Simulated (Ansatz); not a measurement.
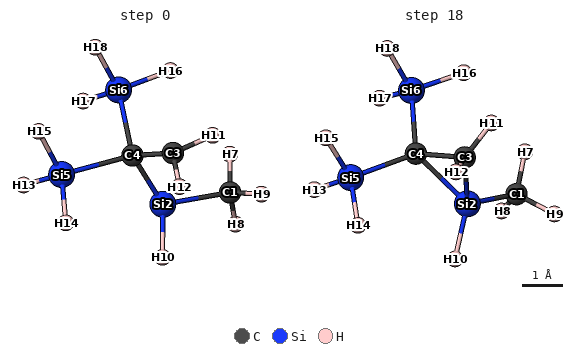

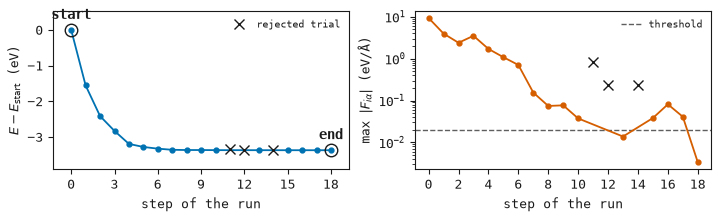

First and last geometry of a relaxation of C$_{3}$H$_{12}$Si$_{3}$, with the history of the run. The picture is a ball-and-stick view, seen at a tilt.

The run prepares the start of a later molecular dynamics calculation, from a guessed geometry.

Theory: RKS B3LYP/STO-3G in Ansatz.

The input:
```yaml
crystal:
  periodic: [false, false, false]
  atoms:
    - { symbol: C, position_ang: [2.1167, 0.6718, 1.377] }
    - { symbol: Si, position_ang: [0.9676, 0.8346, -0.1318] }
    - { symbol: C, position_ang: [0.4852, -1.3795, -0.4986] }
    - { symbol: C, position_ang: [-0.3363, -0.2245, -0.3523] }
    - { symbol: Si, position_ang: [-1.4558, 0.1868, -1.9076] }
    - { symbol: Si, position_ang: [-1.6328, -0.2609, 1.1044] }
    - { symbol: H, position_ang: [1.5196, 0.5334, 2.2804] }
    - { symbol: H, position_ang: [2.6643, 1.6646, 1.5015] }
    - { symbol: H, position_ang: [2.8003, -0.0759, 1.2977] }
    - { symbol: H, position_ang: [1.7775, 1.1111, -1.3214] }
    - { symbol: H, position_ang: [1.0122, -1.7807, 0.4146] }
    - { symbol: H, position_ang: [1.1444, -1.4872, -1.3651] }
    - { symbol: H, position_ang: [-2.1157, 1.5636, -1.7362] }
    - { symbol: H, position_ang: [-0.6206, 0.2382, -3.0789] }
    - { symbol: H, position_ang: [-2.5277, -0.8284, -2.0939] }
    - { symbol: H, position_ang: [-0.8993, -0.5777, 2.3734] }
    - { symbol: H, position_ang: [-2.2315, 1.092, 1.2865] }
    - { symbol: H, position_ang: [-2.7055, -1.27, 0.9021] }
basis:
  gaussian: { orbitals: STO-3G }
hamiltonian:
  xc: b3lyp
relax:
  f_tol: 0.02
  max_steps: 40
scf:
  lower_state_search: "off"
output:
  orbitals: {}
```

Run as
```bash
ansatz run input.yaml --threads 1 --pin off --max-ram 2048MiB --backend cpu --events-out ev --progress --plain --runs-dir out
```

### Did the run converge, and what did it change?

It converged. The energy falls by 3.368 eV in 15 accepted moves (18 points after the start). Largest force component: 9.4 eV/Å at the start, 0.0033 eV/Å at the end. The line search rejected the trial steps at points 11, 12, 14 of the run. The forces were under the threshold at step 13, but the run went on from there. The largest move after the best rigid fit is that of H9, 0.75 Å. By element the largest moves are H 0.75 Å, Si 0.58 Å, C 0.16 Å. Near-neighbour distances that change, for instance: Si2–C3 2.296 → 1.834 Å, C3–C4 1.425 → 1.592 Å, Si2–C4 1.694 → 1.852 Å, Si5–H13 1.536 → 1.446 Å. New bonds form, among them: Si2–C3 (2.30 → 1.83 Å). Bond angles that change, for instance: Si2–C4–C3 94.4° → 63.8°, Si5–C4–Si6 102.5° → 114.2°, Si2–C4–Si6 115.2° → 120.3°. The run took 78 s on 1 thread of Arm Neoverse V1, on a shared host, peak memory 0.12 GiB.

```
step  E − E(0), eV  largest force component, eV/Å      note
   0        0.0000                         9.3652          
   1       -1.5539                         3.9672          
   2       -2.4117                         2.3967          
   3       -2.8273                         3.5149          
   4       -3.1907                         1.7090          
   5       -3.2764                         1.0828          
   6       -3.3239                         0.7071          
   7       -3.3559                         0.1549          
   8       -3.3626                         0.0741          
   9       -3.3626                         0.0767          
  10       -3.3656                         0.0373          
  11       -3.3382                         0.8401  rejected
  12       -3.3526                         0.2386  rejected
  13       -3.3669                         0.0138          
  14       -3.3659                         0.2340  rejected
  15       -3.3676                         0.0382          
  16       -3.3678                         0.0812          
  17       -3.3680                         0.0409          
  18       -3.3682                         0.0033
```

Limits of the set-up: STO-3G is a minimal basis, so the numbers are rough.
